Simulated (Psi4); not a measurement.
# One shape, several levels: triplet C2H4F−

Wanted: a comparison of 3 runs (UBHLYP/def2-SVPD, UCAM-B3LYP/def2-SVPD, UPBE0/def2-SVPD) of triplet C2H4F−. 

The calculation is run with Psi4 1.11.

1 further run of the same task is left out (set aside as unsound or not needed).

## (1) The structure to begin with

C2H4F− has 7 atoms, charge -1, and is taken as a triplet. SMILES of the parent species: `C[CH-]F`. Geometry: relaxed at GFN2-xTB. That shape belongs to the parent species and isn't relaxed for this state.

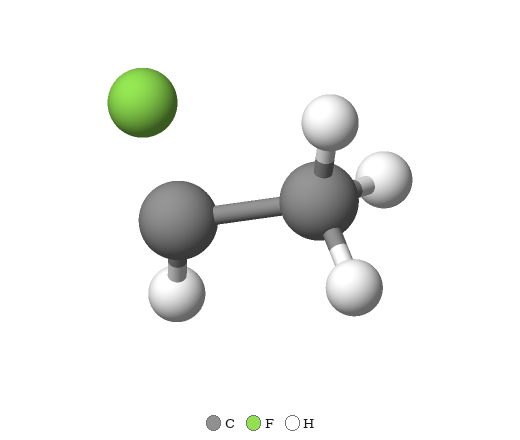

Viewed from a chosen angle; carbon grey, fluorine green, hydrogen white.

## (2) The energy at UBHLYP/def2-SVPD (run 1)

Input file input.json:

```json
{
  "schema_name": "qcschema_input",
  "schema_version": 1,
  "molecule": {
    "schema_name": "qcschema_molecule",
    "schema_version": 2,
    "symbols": ["C", "C", "F", "H", "H", "H", "H"],
    "geometry": [-0.93171057, 0.68084943, -0.17357134, 1.83118241, -0.08934625, 0.24328334, 1.69701185, -2.11443346, 2.2548968, -2.2894032, -0.86377491, -0.60803828, -0.99669825, 2.01681021, -1.75833347, -1.66411172, 1.66089919, 1.500726, 2.35374837, -1.2910042, -1.45896305],
    "molecular_charge": -1,
    "molecular_multiplicity": 3,
    "fix_symmetry": "c1"
  },
  "driver": "energy",
  "model": {
    "method": "bhhlyp",
    "basis": "def2-SVPD"
  },
  "keywords": {
    "reference": "uks",
    "puream": true,
    "e_convergence": 1e-09,
    "d_convergence": 1e-08,
    "scf_type": "pk",
    "dft_radial_points": 99,
    "dft_spherical_points": 590,
    "maxiter": 200,
    "scf_properties": ["MULLIKEN_CHARGES", "QUADRUPOLE", "MAYER_INDICES"]
  }
}
```

Run with:

```sh
psi4 --qcschema input.json -n 1 --memory 1600MB
```

stdout:

```text
[...]
  Running in c1 symmetry.
[...]
  Nuclear repulsion =   69.247302834738335
[...]
  Multiplicity = 3
[...]
  Nalpha       = 14
  Nbeta        = 12
[...]
    Number of basis functions: 95
[...]
   @UKS iter   1:  -177.77136881218755   -3.89631e-01   6.95481e-03 ADIIS/DIIS
[...]
   @UKS iter  18:  -178.06650771900721   -4.14957e-12   3.54758e-09 DIIS
[...]
   @S^2 Observed:                2.003977324E+00
[...]
    Orbital Energies [Eh]
    ---------------------
    Alpha Occupied:
       1A    -25.131980     2A    -10.539501     3A    -10.418983
       4A     -1.132432     5A     -0.690844     6A     -0.534211
       7A     -0.397198     8A     -0.367024     9A     -0.358802
      10A     -0.301866    11A     -0.275916    12A     -0.249074
      13A     -0.177296    14A      0.112920
    Alpha Virtual:
      15A      0.209749    16A      0.239138    17A      0.251692
      18A      0.274455    19A      0.287926    20A      0.317244
      21A      0.327071    22A      0.329701    23A      0.339066
      24A      0.370469    25A      0.397159    26A      0.413852
[...]
  @UKS Final Energy:  -178.06650771900721
   => Energetics <=
    Nuclear Repulsion Energy =             69.2473028347383348
    One-Electron Energy =                -385.4710664814315351
    Two-Electron Energy =                 149.9437222377551677
    DFT Exchange-Correlation Energy =     -11.7864663100691622
    Empirical Dispersion Energy =           0.0000000000000000
    VV10 Nonlocal Energy =                  0.0000000000000000
    Total Energy =                       -178.0665077190072054
[...]
 Multipole Moments:
 ------------------------------------------------------------------------------------
     Multipole            Electronic (a.u.)      Nuclear  (a.u.)        Total (a.u.)
 ------------------------------------------------------------------------------------
 L = 1.  Multiply by 2.5417464519 to convert [e a0] to [Debye]
 Dipole X            :          4.6739614           -3.4115633            1.2623980
 Dipole Y            :         -3.5398972            2.8069711           -0.7329261
 Dipole Z            :          4.5259968           -3.5841157            0.9418811
 Magnitude           :                                                    1.7372304
 L = 2.  Multiply by 1.3450342976 to convert [e a0^2] to [Debye ang]
 Quadrupole XX       :        -78.9031162           53.1902319          -25.7128843
 Quadrupole XY       :         36.0963565          -33.2092940            2.8870625
[...]
  Mulliken Charges: (a.u.)
   Center  Symbol    Alpha    Beta     Spin     Total
       1     C     5.30747  2.94434  2.36313 -2.25181
       2     C     3.75545  2.33773  1.41771 -0.09318
       3     F     4.59388  4.77748 -0.18360 -0.37136
       4     H     0.16951  0.45405 -0.28453  0.37644
       5     H    -0.17008  0.50159 -0.67167  0.66849
       6     H     0.05219  0.51824 -0.46606  0.42957
       7     H     0.29158  0.46657 -0.17499  0.24185
   Total alpha = 14.00000, Total beta = 12.00000, Total charge = -1.00000
  Mayer Bond Indices:
[...]
```

The result, in JSON:

```text
{
 "driver": "energy",
 "model": {
  "method": "bhhlyp",
  "basis": "def2-SVPD"
 },
 "success": true,
 "return_result": -178.0665077190072,
 "properties": {
  "calcinfo_nbasis": 95,
  "calcinfo_nmo": 95,
  "calcinfo_nalpha": 14,
  "calcinfo_nbeta": 12,
  "calcinfo_natom": 7,
  "nuclear_repulsion_energy": 69.24730283473833,
  "return_energy": -178.0665077190072,
  "scf_one_electron_energy": -385.47106648143154,
  "scf_two_electron_energy": 149.94372223775517,
  "scf_xc_energy": -11.786466310069162,
  "scf_dipole_moment": [1.2623980244727004, -0.7329261041415691, 0.9418811006117789],
  "scf_total_energy": -178.0665077190072,
  "scf_iterations": 18
 }
}
```

It took 52 s on 1 thread of AMD EPYC 7R43 (Zen 3), shared host; peak memory 0.89 GiB.

## (3) Energy and gradient at UCAM-B3LYP/def2-SVPD (run 2)

Input file job.in:

```
memory 1.6 GB

molecule {
  -1 3
  C
  C 1 1.533751
  F 2 1.512148 1 104.17056
  H 1 1.112274 2 116.75608 3 -53.43042
  H 1 1.097387 4 107.17053 2 121.35188
  H 1 1.097348 5 107.54643 4 -114.31281
  H 2 1.136771 3 99.9523 1 -108.87103
  symmetry c1
}

set globals {
  reference            uks
  puream               true
  e_convergence        1e-09
  d_convergence        1e-08
  scf_type             pk
  dft_radial_points    99
  dft_spherical_points 590
  maxiter              200
}

energy_value, wavefunction = gradient('cam-b3lyp/def2-SVPD', return_wfn=True)
oeprop(wavefunction, 'MAYER_INDICES', 'MULLIKEN_CHARGES', 'QUADRUPOLE', title='CAM-B3LYP')
```

Run with:

```sh
psi4 -i job.in -o job.out -n 1
```

job.out, shortened:

```text
[...]
  Running in c1 symmetry.
[...]
  Nuclear repulsion =   69.247309477526542
[...]
  Multiplicity = 3
[...]
  Nalpha       = 14
  Nbeta        = 12
[...]
    Number of basis functions: 95
[...]
   @UKS iter   1:  -177.76823085436618   -3.40841e-01   7.44406e-03 ADIIS/DIIS
[...]
   @UKS iter  19:  -178.09190125712189   -8.24230e-13   3.88775e-09 DIIS
[...]
   @S^2 Observed:                2.003172336E+00
[...]
  @UKS Final Energy:  -178.09190125712189
   => Energetics <=
    Nuclear Repulsion Energy =             69.2473094775265423
    One-Electron Energy =                -385.4087284279090682
    Two-Electron Energy =                 154.6101103170875888
    DFT Exchange-Correlation Energy =     -16.5405926238269494
    Empirical Dispersion Energy =           0.0000000000000000
    VV10 Nonlocal Energy =                  0.0000000000000000
    Total Energy =                       -178.0919012571218900
[...]
  -Total Gradient:
     Atom            X                  Y                   Z
    ------   -----------------  -----------------  -----------------
       1        0.026660696286    -0.011273041468    -0.017475075304
       2       -0.063520130065     0.079350227634     0.040123455510
       3        0.013288450197    -0.049804742213    -0.001060828129
       4       -0.003222024798    -0.000249778860    -0.013712232066
       5       -0.000547653121    -0.006140087610     0.003061602834
       6        0.004029650161    -0.000129242239     0.003384883198
       7        0.023304892740    -0.011761593019    -0.014324932728
[...]
 Multipole Moments:
 ------------------------------------------------------------------------------------
     Multipole            Electronic (a.u.)      Nuclear  (a.u.)        Total (a.u.)
 ------------------------------------------------------------------------------------
[...]
  Mulliken Charges: (a.u.)
   Center  Symbol    Alpha    Beta     Spin     Total
       1     C     5.20716  2.87785  2.32931 -2.08501
       2     C     3.71976  2.36998  1.34978 -0.08974
       3     F     4.57994  4.74438 -0.16444 -0.32431
       4     H     0.19074  0.47010 -0.27936  0.33917
       5     H    -0.12005  0.52085 -0.64090  0.59920
       6     H     0.09401  0.53825 -0.44424  0.36773
       7     H     0.32845  0.47860 -0.15015  0.19296
   Total alpha = 14.00000, Total beta = 12.00000, Total charge = -1.00000
  Mayer Bond Indices:
[...]
```

It took 73 s on 1 thread of AMD EPYC 7R43 (Zen 3), shared host; peak memory 0.97 GiB.

## (4) Energy and gradient at UPBE0/def2-SVPD (run 3)

Input file c2h4f.xyz:

```xyz
7
C2H4F
C     -0.493040     0.360290    -0.091850
C      0.969020    -0.047280     0.128740
F      0.898020    -1.118910     1.193240
H     -1.211500    -0.457090    -0.321760
H     -0.527430     1.067250    -0.930470
H     -0.880610     0.878910     0.794150
H      1.245550    -0.683170    -0.772050
```

Input file job.py:

```python
import psi4

psi4.set_memory('1600 MB')
psi4.set_num_threads(1)
psi4.core.set_output_file('c2h4f.out', False)

with open('c2h4f.xyz') as f:
    atoms = ''.join(f.readlines()[2:])
geom = psi4.geometry('-1 3\n' + atoms + 'symmetry c1')

psi4.set_options({
    'basis': 'def2-SVPD',
    'reference': 'uks',
    'puream': True,
    'e_convergence': 1e-09,
    'd_convergence': 1e-08,
    'scf_type': 'pk',
    'dft_radial_points': 99,
    'dft_spherical_points': 590,
    'maxiter': 200,
})

energy_value, wavefunction = psi4.gradient('pbe0', molecule=geom, return_wfn=True)
psi4.oeprop(wavefunction, 'MULLIKEN_CHARGES', 'WIBERG_LOWDIN_INDICES', 'QUADRUPOLE', title='PBE0')
print('gradient / Eh bohr^-1')
print(energy_value.np.round(6))
print(f'energy = {wavefunction.energy():.10f} Eh')
```

Run with:

```sh
python job.py
```

c2h4f.out, shortened:

```text
[...]
  Running in c1 symmetry.
[...]
  Nuclear repulsion =   69.247302818549116
[...]
  Multiplicity = 3
[...]
  Nalpha       = 14
  Nbeta        = 12
[...]
    Number of basis functions: 95
[...]
   @UKS iter   1:  -177.60714391868606   -2.16562e-01   7.84363e-03 DIIS/ADIIS
[...]
   @UKS iter  16:  -177.97301516602195   -2.64322e-11   8.09201e-09 DIIS
[...]
   @S^2 Observed:                2.003490108E+00
[...]
  @UKS Final Energy:  -177.97301516602195
   => Energetics <=
    Nuclear Repulsion Energy =             69.2473028185491160
    One-Electron Energy =                -385.3862168302318878
    Two-Electron Energy =                 155.2876249783728895
    DFT Exchange-Correlation Energy =     -17.1217261327120411
    Empirical Dispersion Energy =           0.0000000000000000
    VV10 Nonlocal Energy =                  0.0000000000000000
    Total Energy =                       -177.9730151660219519
[...]
  -Total Gradient:
     Atom            X                  Y                   Z
    ------   -----------------  -----------------  -----------------
       1       -0.024402076546    -0.020520258028    -0.012814641031
       2        0.067871448267     0.086068059636    -0.005079823145
       3       -0.016451759565    -0.042963698177     0.025693587270
       4       -0.012409825399     0.005625862267     0.000400290228
       5        0.001264055800    -0.004318904895     0.004434977192
       6        0.002987325136    -0.003901111457    -0.002443361499
       7       -0.018864164632    -0.019990010552    -0.010181021670
[...]
 Multipole Moments:
 ------------------------------------------------------------------------------------
     Multipole            Electronic (a.u.)      Nuclear  (a.u.)        Total (a.u.)
 ------------------------------------------------------------------------------------
[...]
  Mulliken Charges: (a.u.)
   Center  Symbol    Alpha    Beta     Spin     Total
       1     C     5.51173  3.07680  2.43493 -2.58853
       2     C     3.74140  2.39666  1.34474 -0.13805
       3     F     4.58408  4.75602 -0.17194 -0.34010
       4     H     0.11011  0.41509 -0.30498  0.47480
       5     H    -0.22305  0.45527 -0.67832  0.76777
       6     H    -0.00467  0.46968 -0.47435  0.53499
       7     H     0.28041  0.43048 -0.15007  0.28911
   Total alpha = 14.00000, Total beta = 12.00000, Total charge = -1.00000
  Wiberg Bond Indices using Orthogonal Lowdin Orbitals:
[...]
```

On the terminal:

```text
gradient / Eh bohr^-1
[[-0.024402 -0.02052  -0.012815]
 [ 0.067871  0.086068 -0.00508 ]
 [-0.016452 -0.042964  0.025694]
 [-0.01241   0.005626  0.0004  ]
 [ 0.001264 -0.004319  0.004435]
 [ 0.002987 -0.003901 -0.002443]
 [-0.018864 -0.01999  -0.010181]]
energy = -177.9730151660 Eh
```

Run time: 62 s. Hardware: 1 thread of AMD EPYC 7R43 (Zen 3), shared host; peak memory 0.89 GiB.

## (5) The series

```
run                 level      task  energy (Eh)  HOMO energy (eV)   ⟨S²⟩  wall time
  1      UBHLYP/def2-SVPD    energy  -178.066508              3.07  2.004       52 s
  2  UCAM-B3LYP/def2-SVPD  gradient  -178.091901              2.72  2.003       73 s
  3       UPBE0/def2-SVPD  gradient  -177.973015              3.24  2.003       62 s
```

## (6) Summary of results

| quantity | value |
| --- | --- |
| run 3: total energy | -177.97302 Eh |
| run 3: HOMO energy (highest over α and β) | 3.24 eV |
| run 3: ⟨S²⟩ | 2.003 |
| run 3: largest force on an atom | 5.642 eV/Å |

In words: Totals of different functionals can't be ranked against each other. In runs 1, 2, 3 the HOMO lies above zero, so the outermost electron may be held by the basis alone. All runs together took 3.1 min, the longest 73 s.
